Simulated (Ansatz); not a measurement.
# Si2H4ClF (SMILES F[SiH]([SiH3])Cl): RPA@PBE/def2-SVP

Aim: the vertical singlet–triplet gap of Si2H4ClF at RPA@PBE/def2-SVP, from 2 runs. 

The results are computed with Ansatz 0.2.0.

68 further runs of the same task are left out: 68 set aside as unsound or not needed. Runs told in other sessions of the task aren't counted.

## Step 1: Starting point

Si2H4ClF: 8 atoms, total charge 0, spin state singlet. SMILES: `F[SiH]([SiH3])Cl`. The coordinates come from a PBE0-D4/def2-TZVP relaxation.

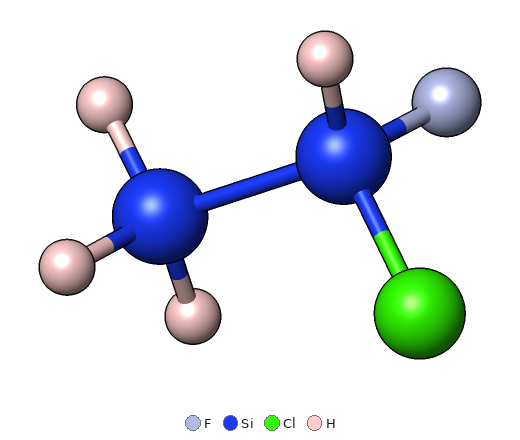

Viewed from a chosen angle; fluorine light blue, silicon blue, chlorine green, hydrogen pink.

## Step 2: A single-point energy at RPA@PBE/def2-SVP

run.yaml

```yaml
crystal:
  periodic: [false, false, false]
  atoms:
    - {symbol: F, position_ang: [-1.329000, 1.796800, 0.161200]}
    - {symbol: Si, position_ang: [-0.382900, 0.812800, -0.667700]}
    - {symbol: Si, position_ang: [0.539000, -0.793000, 0.761300]}
    - {symbol: Cl, position_ang: [-1.534100, -0.130100, -2.075900]}
    - {symbol: H, position_ang: [0.596600, 1.655400, -1.392300]}
    - {symbol: H, position_ang: [1.355700, -0.131100, 1.812300]}
    - {symbol: H, position_ang: [1.403500, -1.693800, -0.044400]}
    - {symbol: H, position_ang: [-0.556600, -1.574100, 1.389600]}
basis:
  gaussian:
    orbitals: def2-SVP
correlation:
  method: rpa
  frozen_orbitals: {Cl: 5, F: 1, H: 0, Si: 5}
accuracy: high
hamiltonian:
  xc: {name: PBE}
```

Run with:

```console
$ ansatz run run.yaml --threads 1 --pin off --max-ram 3480MiB --events-out events.jsonl --progress --plain --runs-dir runs
```

Standard output:

```text
Warning: RAYON_NUM_THREADS=1 ignored (pool sized by the plan → 1); use --threads N
Functional definition: PBE
  name "PBE"
  parameter kappa = 0.804
  parameter beta = 0.06672455060314922
  exchange = pbe_x(kappa = kappa, mu = beta*pi^2/3)
  correlation = pbe_c(beta = beta)
1801 factors; integrals over basis functions are off by at most 5.2e-9 eV
mean field evaluation 1: about -31033.3523 eV, gradient 3.2e1 eV
mean field evaluation 2: about -31033.3444 eV, gradient 3.2e1 eV
mean field evaluation 4: about -31035.1739 eV, gradient 6.8e0 eV
mean field evaluation 8: about -31035.2974 eV, gradient 2.0e-1 eV
mean field evaluation 16: about -31035.2975 eV, gradient 1.2e-5 eV
mean field -31035.29752919 eV, -1140.5261477174 hartree, gradient 7.9e-8 eV, S^2 0.000000; 0 other end points of the search recorded, 0 dependent functions left out
16 core orbitals not correlated: weight in the atoms' cores, before any rotation towards them, 1.000 or more for the frozen orbitals, at most 0.000 for the correlated occupied ones
reference -30987.86342534 eV, -1138.7829765531 hartree; 13, 13 occupied and 59, 59 virtual orbitals, 1801 factors
Total energy: -31011.41984163 eV, -1139.6486588847 hartree
```

Wall time 9.9 s (1 thread of Intel Xeon Platinum 8259CL at 2.50GHz (Skylake/Cascade Lake), shared host); peak memory 0.3 GiB.

## Step 3: The triplet at the same level

Changes to run.yaml since step 2:

```diff
@@ -14,2 +14,8 @@
     orbitals: def2-SVP
+total_charge: 0
+magnetization:
+  spin_polarized: true
+  initial_magnetization: 2
+hamiltonian:
+  xc: {name: PBE}
 correlation:
@@ -18,3 +24 @@
 accuracy: high
-hamiltonian:
-  xc: {name: PBE}
```

Run with:

```console
$ ansatz run run.yaml --threads 1 --pin off --max-ram 3480MiB --events-out events.jsonl --progress --plain --runs-dir runs
```

Standard output (excerpt; [...] marks lines left out):

```text
Warning: RAYON_NUM_THREADS=1 ignored (pool sized by the plan → 1); use --threads N
[... 2 set-up lines as earlier in the session ...]
[...]
1801 factors; integrals over basis functions are off by at most 5.2e-9 eV
[...]
mean field -31029.70169828 eV, -1140.3205047247 hartree, gradient 7.1e-8 eV, S^2 2.002163; 8 other end points of the search recorded, 0 dependent functions left out
16 core orbitals not correlated: weight in the atoms' cores, before any rotation towards them, 1.000 or more for the frozen orbitals, at most 0.000 for the correlated occupied ones
reference -30980.91777853 eV, -1138.5277287405 hartree; 14, 12 occupied and 58, 60 virtual orbitals, 1801 factors
Total energy: -31005.16751186 eV, -1139.4188900034 hartree
```

Wall time 37 s (1 thread of Intel Xeon Platinum 8259CL at 2.50GHz (Skylake/Cascade Lake), shared host); peak memory 0.37 GiB.

## Step 4: What came out

Level: RPA@PBE/def2-SVP, 16 core orbitals frozen.

```
                                        quantity           value
                           singlet: total energy  -1139.64866 Eh
       singlet: RPA correlation energy (valence)      -865.7 mEh
                           triplet: total energy  -1139.41889 Eh
       triplet: RPA correlation energy (valence)      -891.2 mEh
      triplet: ⟨S²⟩ of the reference determinant           2.002
vertical energy of the triplet above the singlet        6.252 eV
```

In words: At this shape the triplet lies 6.25 eV (144 kcal/mol) above the singlet.
